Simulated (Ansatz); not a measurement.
Te (trigonal-Te type, space group P3_121)

```
CELL_PARAMETERS angstrom
      4.52090     0.00000     0.00000
     -2.26045     3.91521     0.00000
      0.00000     0.00000     5.95427
ATOMIC_POSITIONS crystal
  Te 0.26811 0.00000 0.33333
  Te 0.00000 0.26811 0.66667
  Te 0.73189 0.73189 0.00000
```

Scan: atom 2 (Te, nearest neighbour Te at 2.889 Å; its periodic images, 4.5 Å or more away, move with it) is displaced towards the nearest neighbour, direction (0.629, -0.363, -0.687) in Cartesian axes, by s. The other atoms stay.

Computed with PBE (plane waves to 420 eV, PAW, scalar-relativistic; Ansatz, a program for electronic structure). k mesh 7×7×5 (Γ-centred), Fermi-Dirac smearing 0.05 eV. The energy includes the smearing's −TS. Compression counts positive. Left out: 1 of 11 points, with atoms too close for the PAW data. As the smearing reaches across the gap at some points, energies and forces of such displacements shift with the k mesh and the smearing. Spin-orbit coupling is left out, though Te is heavy. Te was relaxed with its symmetry unable to fall. ΔE is measured from the undisplaced structure.

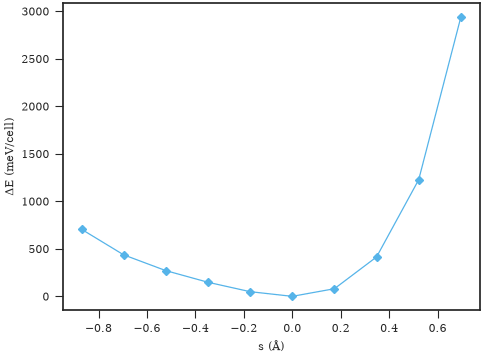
Figure: ΔE (meV/cell) against s (Å); markers are the computed points, lines only join them.

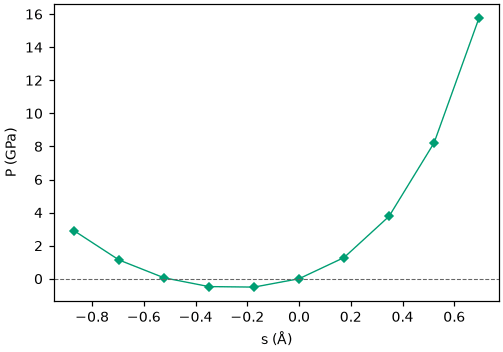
Figure. P (GPa) against s (Å); computed points joined by lines.

The energy at s = 0.696 Å is 2938 meV/cell and the force along the line at s = -0.870 Å comes out as 2.04 eV/Å. The force constant k = d²E/ds² at s = 0 (finite differences) is 4.09 eV/Å². Symmetry of the curve: not even: the positive side lies higher at ±0.696 Å. Harmonic estimate at the end of the scan: ½ks² = 990 meV/cell against the computed 2938 meV/cell, so the well is stiffer than harmonic there.

With its periodic images moving along, the atom's site symmetry in this cell is 2.

(For displaced atoms, the force is minus the slope of the energy, and its curvature is a force constant, which sets phonon frequencies.)
